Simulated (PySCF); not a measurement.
# Geometry relaxation, with input and output: CH7NO2Si2 (part 2 of 2)

The same run, continued: CH7NO2Si2; PBE0-D3(BJ)/def2-SVP geometry optimisation, gas phase (PySCF 2.14.0). It belongs to a series of runs on one base structure; here: constitutional isomer.

Geometry of the input (Å):
```
O  3.3822  -0.6904  -0.2193
C  2.9279  0.2454  0.4119
O  1.6543  0.5468  0.5600
Si 0.5042  -0.3683  -0.1505
N  -0.9144  0.4120  0.4762
Si -2.5695  -0.0181  0.2109
H  3.5901  0.9603  0.9597
H  0.6199  -0.2388  -1.5996
H  0.5630  -1.7394  0.3445
H  -0.7468  1.2713  1.0006
H  -2.8895  0.0880  -1.2032
H  -2.7362  -1.4082  0.6482
H  -3.3793  0.9225  1.0073
```

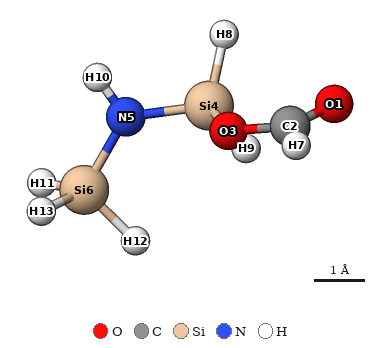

*The geometry at step 21 of the log (ball-and-stick view, seen at a tilt; atoms are numbered from 1 in the order of the input).*

Trajectory as extended XYZ, continued:
```
13
Properties=species:S:1:pos:R:3:forces:R:3 step=15 energy=-22468.76739
O     3.3235   -0.4099   -0.4633    0.0554  -0.0120  -0.0154
C     2.9112    0.2881    0.4224   -0.0363  -0.0583  -0.0052
O     1.6295    0.5532    0.6267   -0.0716   0.0593  -0.0321
Si    0.4644   -0.0727   -0.4898    0.0906   0.0315   0.1156
N    -1.0674    0.5200    0.0165   -0.1194  -0.0325  -0.0355
Si   -2.4192   -0.3327    0.7254    0.0198  -0.0132   0.0280
H     3.5569    0.7879    1.1757   -0.0008   0.0008  -0.0005
H     0.8324    0.4556   -1.8279    0.0042  -0.0024   0.0054
H     0.4598   -1.5519   -0.3884   -0.0169  -0.0032  -0.0257
H    -1.2490    1.5016   -0.1793    0.0390   0.0227  -0.0252
H    -3.4828   -0.6608   -0.2758    0.0069   0.0082   0.0097
H    -1.9098   -1.6046    1.3138    0.0192  -0.0018  -0.0176
H    -3.0440    0.5092    1.7902    0.0099   0.0008  -0.0014
13
Properties=species:S:1:pos:R:3:forces:R:3 step=16 energy=-22468.77504
O     3.3026   -0.4077   -0.4508   -0.0002   0.0111   0.0079
C     2.8790    0.2845    0.4349    0.0101  -0.0374  -0.0066
O     1.5975    0.5677    0.6161   -0.0507   0.0143  -0.0435
Si    0.4508   -0.0408   -0.5285    0.0455   0.0162   0.0937
N    -1.0981    0.5242   -0.0422   -0.0773  -0.0132  -0.0703
Si   -2.3749   -0.3522    0.7688    0.0169   0.0184   0.0326
H     3.5162    0.7662    1.2070   -0.0035  -0.0014   0.0065
H     0.8324    0.5201   -1.8486   -0.0094   0.0003  -0.0073
H     0.4497   -1.5215   -0.4563    0.0261  -0.0062  -0.0152
H    -1.3256    1.4825   -0.2974    0.0327  -0.0014   0.0041
H    -3.4863   -0.7378   -0.1560    0.0015   0.0098  -0.0040
H    -1.7753   -1.5905    1.3432    0.0047  -0.0028  -0.0051
H    -2.9625    0.4882    1.8557    0.0035  -0.0077   0.0074
13
Properties=species:S:1:pos:R:3:forces:R:3 step=17 energy=-22468.78071
O     3.2867   -0.3698   -0.4313   -0.0209   0.0215   0.0172
C     2.8315    0.2959    0.4594    0.0464  -0.0092  -0.0051
O     1.5459    0.5830    0.5995   -0.0425  -0.0305  -0.0413
Si    0.4417   -0.0250   -0.5867    0.0315  -0.0114   0.0701
N    -1.1339    0.4871   -0.1286   -0.0625   0.0171  -0.0968
Si   -2.3251   -0.3627    0.8271    0.0278   0.0129   0.0283
H     3.4411    0.7492    1.2702   -0.0062  -0.0053   0.0047
H     0.8274    0.5815   -1.8852   -0.0272   0.0026  -0.0058
H     0.4916   -1.5062   -0.5541    0.0357  -0.0048   0.0094
H    -1.4127    1.4061   -0.4632    0.0158   0.0154   0.0204
H    -3.5006   -0.8031    0.0136   -0.0001   0.0105  -0.0093
H    -1.6497   -1.5627    1.3983   -0.0022  -0.0102   0.0017
H    -2.8383    0.5094    1.9271    0.0045  -0.0087   0.0065
13
Properties=species:S:1:pos:R:3:forces:R:3 step=18 energy=-22468.78384
O     3.2777   -0.3112   -0.4062   -0.0365   0.0200   0.0228
C     2.7758    0.3129    0.4894    0.0533   0.0184  -0.0094
O     1.4829    0.5886    0.5808   -0.0135  -0.0644  -0.0126
Si    0.4264   -0.0272   -0.6424    0.0248   0.0369  -0.0107
N    -1.1725    0.4446   -0.2221   -0.0146  -0.0200  -0.0702
Si   -2.2649   -0.3612    0.8775   -0.0142   0.0277   0.0175
H     3.3433    0.7347    1.3464   -0.0058  -0.0011   0.0012
H     0.8101    0.6102   -1.9264   -0.0152  -0.0040  -0.0107
H     0.5343   -1.5061   -0.6330    0.0196   0.0023   0.0293
H    -1.4935    1.3213   -0.6252    0.0043  -0.0031   0.0372
H    -3.5047   -0.8358    0.1891   -0.0023   0.0036  -0.0064
H    -1.5252   -1.5331    1.4284   -0.0041  -0.0049   0.0013
H    -2.6841    0.5453    1.9897    0.0040  -0.0113   0.0106
13
Properties=species:S:1:pos:R:3:forces:R:3 step=19 energy=-22468.78484
O     3.2903   -0.2510   -0.4036   -0.0173   0.0019   0.0052
C     2.7586    0.3371    0.4983    0.0163   0.0208  -0.0042
O     1.4573    0.5779    0.5740    0.0008  -0.0345   0.0178
Si    0.4249   -0.0432   -0.6647    0.0175   0.0216  -0.0169
N    -1.1852    0.4037   -0.2579   -0.0049  -0.0208  -0.0605
Si   -2.2494   -0.3580    0.8992    0.0002   0.0036   0.0134
H     3.2997    0.7506    1.3761   -0.0013   0.0037  -0.0016
H     0.8018    0.6059   -1.9451   -0.0118  -0.0031  -0.0040
H     0.5695   -1.5191   -0.6609    0.0028   0.0000   0.0246
H    -1.5205    1.2609   -0.6894   -0.0032   0.0132   0.0251
H    -3.5190   -0.8256    0.2625    0.0010   0.0065  -0.0063
H    -1.5068   -1.5294    1.4479   -0.0040  -0.0058   0.0012
H    -2.6157    0.5732    2.0099    0.0038  -0.0071   0.0062
13
Properties=species:S:1:pos:R:3:forces:R:3 step=20 energy=-22468.78605
O     3.2974   -0.2253   -0.3965    0.0164  -0.0144  -0.0182
C     2.7545    0.3549    0.5032   -0.0312   0.0178   0.0013
O     1.4486    0.5730    0.5742    0.0305   0.0127   0.0367
Si    0.4273   -0.0578   -0.6668   -0.0082   0.0050  -0.0132
N    -1.1858    0.3897   -0.2708    0.0116  -0.0344  -0.0388
Si   -2.2492   -0.3574    0.8968    0.0007  -0.0071   0.0026
H     3.2852    0.7782    1.3824    0.0035   0.0049   0.0005
H     0.8029    0.5786   -1.9541    0.0042   0.0014   0.0064
H     0.5807   -1.5329   -0.6443   -0.0157   0.0003   0.0085
H    -1.5135    1.2527   -0.6963   -0.0079   0.0113   0.0117
H    -3.5339   -0.7943    0.2689   -0.0031   0.0068   0.0000
H    -1.5243   -1.5473    1.4295   -0.0029  -0.0011  -0.0028
H    -2.5843    0.5709    2.0197    0.0021  -0.0032   0.0054
13
Properties=species:S:1:pos:R:3:forces:R:3 step=21 energy=-22468.78742
O     3.3025   -0.2044   -0.3958    0.0326  -0.0144  -0.0224
C     2.7583    0.3783    0.5014   -0.0498   0.0029   0.0053
O     1.4495    0.5749    0.5803    0.0396   0.0466   0.0364
Si    0.4332   -0.0729   -0.6560   -0.0301  -0.0079  -0.0072
N    -1.1829    0.3782   -0.2759    0.0135  -0.0327  -0.0006
Si   -2.2587   -0.3620    0.8855    0.0006  -0.0145  -0.0084
H     3.2889    0.8204    1.3714    0.0061   0.0056  -0.0004
H     0.8128    0.5441   -1.9512    0.0164   0.0016   0.0072
H     0.5842   -1.5474   -0.6040   -0.0208  -0.0008  -0.0094
H    -1.4969    1.2547   -0.6842   -0.0052   0.0068  -0.0046
H    -3.5560   -0.7516    0.2525   -0.0039   0.0075   0.0047
H    -1.5640   -1.5806    1.3931   -0.0011  -0.0002  -0.0046
H    -2.5653    0.5512    2.0288    0.0019  -0.0005   0.0037
13
Properties=species:S:1:pos:R:3:forces:R:3 step=22 energy=-22468.78866
O     3.3088   -0.1826   -0.3928    0.0197  -0.0068  -0.0102
C     2.7636    0.4112    0.4969   -0.0327  -0.0054   0.0057
O     1.4525    0.5859    0.5863    0.0323   0.0510   0.0169
Si    0.4403   -0.0902   -0.6395   -0.0341  -0.0180  -0.0049
N    -1.1801    0.3624   -0.2805    0.0113  -0.0117   0.0363
Si   -2.2712   -0.3721    0.8710   -0.0008  -0.0144  -0.0135
H     3.2959    0.8833    1.3499    0.0032   0.0030  -0.0006
H     0.8293    0.5010   -1.9435    0.0183   0.0003   0.0036
H     0.5845   -1.5636   -0.5517   -0.0116  -0.0002  -0.0190
H    -1.4775    1.2545   -0.6677   -0.0051  -0.0027  -0.0164
H    -3.5845   -0.6964    0.2345   -0.0024   0.0060   0.0055
H    -1.6162   -1.6274    1.3402   -0.0002  -0.0005  -0.0055
H    -2.5397    0.5170    2.0428    0.0021  -0.0007   0.0021
13
Properties=species:S:1:pos:R:3:forces:R:3 step=23 energy=-22468.78935
O     3.3108   -0.1739   -0.3858    0.0014   0.0012   0.0007
C     2.7649    0.4353    0.4934   -0.0060  -0.0063   0.0029
O     1.4533    0.6025    0.5860    0.0094   0.0308  -0.0061
Si    0.4440   -0.0978   -0.6309   -0.0184  -0.0167   0.0023
N    -1.1803    0.3493   -0.2832    0.0112   0.0124   0.0441
Si   -2.2766   -0.3830    0.8650   -0.0007  -0.0106  -0.0115
H     3.2986    0.9306    1.3324   -0.0005   0.0002   0.0008
H     0.8389    0.4791   -1.9394    0.0099  -0.0012  -0.0007
H     0.5881   -1.5697   -0.5237   -0.0008   0.0002  -0.0151
H    -1.4725    1.2470   -0.6622   -0.0065  -0.0090  -0.0172
H    -3.6013   -0.6646    0.2324   -0.0012   0.0036   0.0028
H    -1.6450   -1.6603    1.3055    0.0000  -0.0021  -0.0042
H    -2.5175    0.4883    2.0564    0.0022  -0.0025   0.0011
13
Properties=species:S:1:pos:R:3:forces:R:3 step=24 energy=-22468.78998
O     3.3106   -0.1736   -0.3752   -0.0151   0.0084   0.0095
C     2.7651    0.4567    0.4896    0.0201  -0.0040  -0.0008
O     1.4539    0.6263    0.5802   -0.0165  -0.0025  -0.0261
Si    0.4462   -0.0993   -0.6256    0.0049  -0.0053   0.0107
N    -1.1811    0.3394   -0.2818    0.0107   0.0306   0.0332
Si   -2.2788   -0.3961    0.8630    0.0002  -0.0048  -0.0076
H     3.3004    0.9725    1.3153   -0.0037  -0.0023   0.0017
H     0.8429    0.4661   -1.9386   -0.0031  -0.0022  -0.0040
H     0.5947   -1.5696   -0.5051    0.0085   0.0010  -0.0032
H    -1.4745    1.2378   -0.6588   -0.0077  -0.0124  -0.0119
H    -3.6121   -0.6443    0.2349   -0.0002   0.0013  -0.0007
H    -1.6633   -1.6900    1.2763    0.0000  -0.0032  -0.0019
H    -2.4984    0.4570    2.0719    0.0020  -0.0046   0.0011
13
Properties=species:S:1:pos:R:3:forces:R:3 step=25 energy=-22468.79045
O     3.3091   -0.1790   -0.3663   -0.0163   0.0095   0.0093
C     2.7655    0.4693    0.4865    0.0255  -0.0020  -0.0022
O     1.4553    0.6476    0.5719   -0.0273  -0.0225  -0.0298
Si    0.4466   -0.0959   -0.6232    0.0185   0.0070   0.0132
N    -1.1812    0.3376   -0.2760    0.0086   0.0305   0.0170
Si   -2.2787   -0.4067    0.8631   -0.0008  -0.0010  -0.0047
H     3.3024    0.9967    1.3038   -0.0038  -0.0024   0.0020
H     0.8398    0.4608   -1.9412   -0.0102  -0.0018  -0.0044
H     0.6005   -1.5648   -0.4946    0.0104   0.0010   0.0063
H    -1.4795    1.2337   -0.6546   -0.0069  -0.0107  -0.0061
H    -3.6154   -0.6377    0.2357    0.0004   0.0003  -0.0023
H    -1.6692   -1.7095    1.2568    0.0002  -0.0029   0.0000
H    -2.4897    0.4308    2.0844    0.0016  -0.0051   0.0017
13
Properties=species:S:1:pos:R:3:forces:R:3 step=26 energy=-22468.79086
O     3.3085   -0.1832   -0.3601   -0.0072   0.0066   0.0038
C     2.7675    0.4805    0.4823    0.0162  -0.0015  -0.0013
O     1.4582    0.6676    0.5624   -0.0237  -0.0250  -0.0196
Si    0.4467   -0.0909   -0.6203    0.0205   0.0136   0.0086
N    -1.1802    0.3402   -0.2665    0.0038   0.0183   0.0028
Si   -2.2786   -0.4172    0.8629   -0.0027   0.0003  -0.0021
H     3.3057    1.0160    1.2933   -0.0021  -0.0012   0.0009
H     0.8325    0.4552   -1.9451   -0.0109  -0.0005  -0.0028
H     0.6059   -1.5583   -0.4817    0.0073   0.0006   0.0104
H    -1.4847    1.2332   -0.6472   -0.0036  -0.0058  -0.0018
H    -3.6162   -0.6343    0.2323    0.0009   0.0001  -0.0022
H    -1.6728   -1.7276    1.2368    0.0002  -0.0016   0.0012
H    -2.4869    0.4018    2.0970    0.0010  -0.0039   0.0020
13
Properties=species:S:1:pos:R:3:forces:R:3 step=27 energy=-22468.79103
O     3.3104   -0.1792   -0.3612    0.0032   0.0018  -0.0024
C     2.7701    0.4885    0.4783    0.0011  -0.0009   0.0009
O     1.4607    0.6770    0.5572   -0.0100  -0.0119  -0.0039
Si    0.4468   -0.0882   -0.6174    0.0112   0.0095   0.0009
N    -1.1792    0.3424   -0.2590   -0.0013   0.0057  -0.0013
Si   -2.2791   -0.4240    0.8627   -0.0028  -0.0008  -0.0008
H     3.3083    1.0265    1.2877   -0.0002   0.0002  -0.0002
H     0.8254    0.4508   -1.9473   -0.0061   0.0004  -0.0010
H     0.6099   -1.5544   -0.4707    0.0026  -0.0001   0.0068
H    -1.4883    1.2326   -0.6423    0.0003  -0.0017  -0.0005
H    -3.6162   -0.6328    0.2282    0.0010   0.0003  -0.0011
H    -1.6757   -1.7388    1.2249    0.0002  -0.0005   0.0012
H    -2.4876    0.3825    2.1050    0.0006  -0.0019   0.0015
```

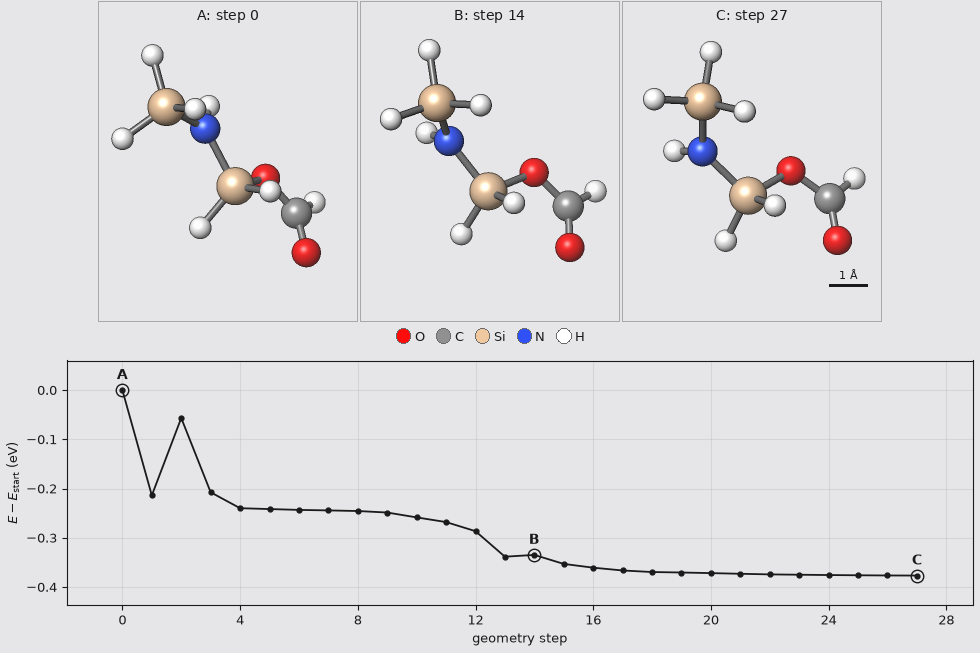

*Frames of the relaxation (ball-and-stick view, seen at a tilt) above the curves, on which the letters mark them (steps are counted from 0).*

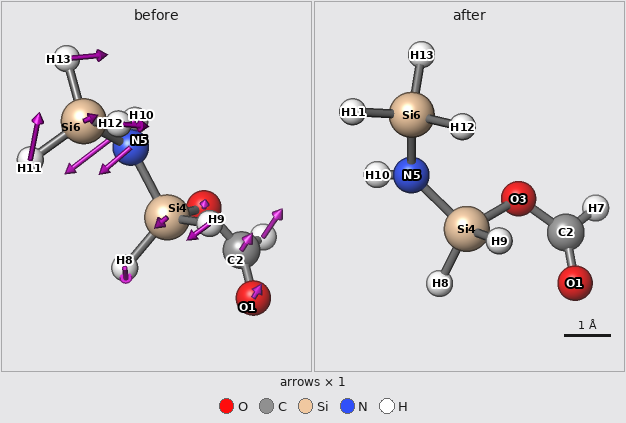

*Before (left) and after (right) the relaxation, at one scale (ball-and-stick view, seen at a tilt). The pink arrows give the displacements, at true length.*

The largest move after the best rigid fit is that of H10, 1.97 Å. Largest moves by element: H 1.97 Å, N 0.94 Å, C 0.51 Å, Si 0.41 Å, O 0.39 Å. Distances before and after: O3–Si4 1.632 → 1.730 Å, Si6–H11 1.454 → 1.495 Å, Si6–H12 1.467 → 1.491 Å, Si4–H8 1.459 → 1.484 Å. Among the angles that change: O3–Si4–N5 99.6° → 107.6°, N5–Si6–H13 106.5° → 112.6°, H11–Si6–H13 111.0° → 107.7°. Over 27 geometry steps the energy falls by 0.377 eV. Largest force component: 2.4 eV/Å at the start, 0.012 eV/Å at the end. (Atoms are counted from 1 in the order of the input.)

Summary:

```csv
quantity,value
outcome,converged
total energy,−825.712847 hartree
dipole moment,2.44 D
point group,C1
wall time,4.4 min
peak memory,0.53 GiB
```
